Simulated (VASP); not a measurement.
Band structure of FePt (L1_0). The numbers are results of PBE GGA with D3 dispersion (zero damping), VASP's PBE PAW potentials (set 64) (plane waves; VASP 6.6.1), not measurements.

Unless said otherwise, spin-orbit coupling is left out, though it shifts the bands of the heavy elements here.

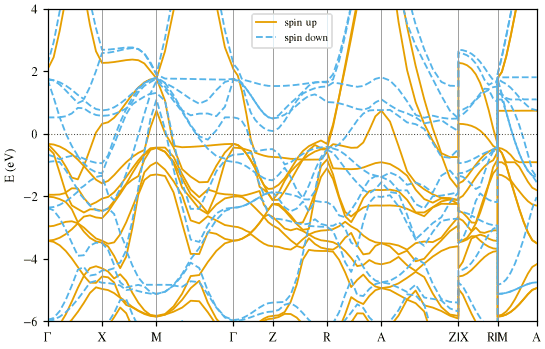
Figure. Bands along high-symmetry lines, zero at the valence-band maximum or, without a gap, the Fermi level

Problem. Read the plot: is there a gap, and where are the band edges?

Solution. It has no gap at this level: it comes out as a metal or semimetal. (Edges off the drawn lines would not show.)

The compound is FePt in the L1_0 structure. It was relaxed first.
